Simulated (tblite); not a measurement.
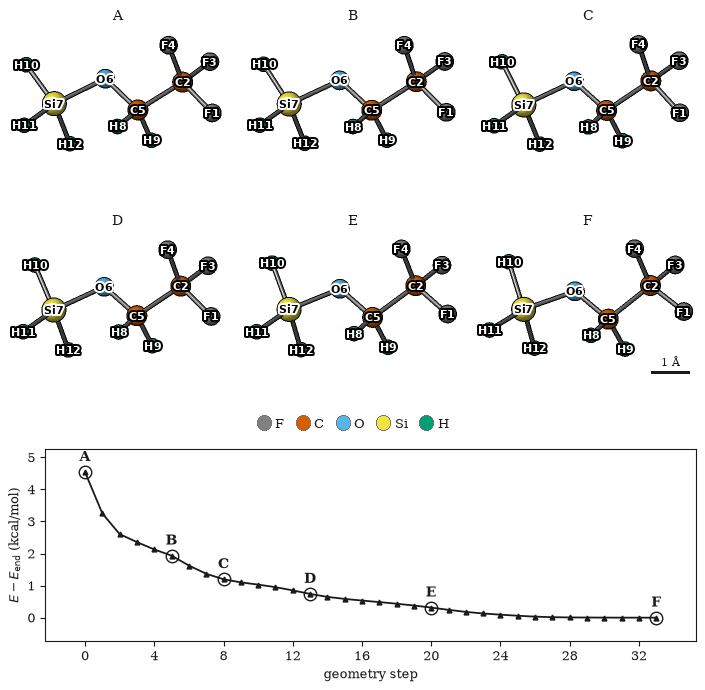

Frames of a relaxation of C₂H₅F₃OSi, marked on the history of the run. The picture is a ball-and-stick view, seen at a tilt.

Level of theory: tblite 0.8.0, GFN2-xTB geometry optimisation, gas phase. 

> Describe the path.

The atom that moves furthest after the best rigid fit is H10 (0.44 Å). Largest moves by element: H 0.44 Å, O 0.21 Å, F 0.18 Å, C 0.12 Å, Si 0.03 Å. Some distances before and after: C5–O6 1.423 → 1.377 Å, Si7–H10 1.484 → 1.449 Å, O6–Si7 1.668 → 1.634 Å, C2–F3 1.363 → 1.335 Å. Among the angles between lasting bonds that change: O6–Si7–H10 109.5° → 98.0°, C5–O6–Si7 118.6° → 128.6°, H10–Si7–H11 110.9° → 115.1°. Over 33 geometry steps the energy falls by 4.54 kcal/mol. From step 0 to 5: H10 moves most (0.08 Å), energy −2.61 kcal/mol. From step 5 to 8: H10 moves most (0.12 Å), energy −0.74 kcal/mol. From step 8 to 13: H10 moves most (0.09 Å), energy −0.46 kcal/mol. From step 13 to 20: H10 moves most (0.09 Å), energy −0.43 kcal/mol. From step 20 to 33: H atoms move most (0.08 Å), energy −0.31 kcal/mol.

```
step  E − E(0), kcal/mol
   0                0.00
   1               -1.29
   2               -1.94
   3               -2.19
   4               -2.41
   5               -2.61
   6               -2.92
   7               -3.17
   8               -3.35
   9               -3.44
  10               -3.51
  11               -3.59
  12               -3.69
  14               -3.89
  15               -3.96
  16               -4.01
  17               -4.06
  18               -4.11
  20               -4.23
  21               -4.30
  22               -4.36
  23               -4.41
  25               -4.48
  26               -4.51
  27               -4.53
  28               -4.53
  29               -4.54
  31               -4.54
  32               -4.54
  33               -4.54
```
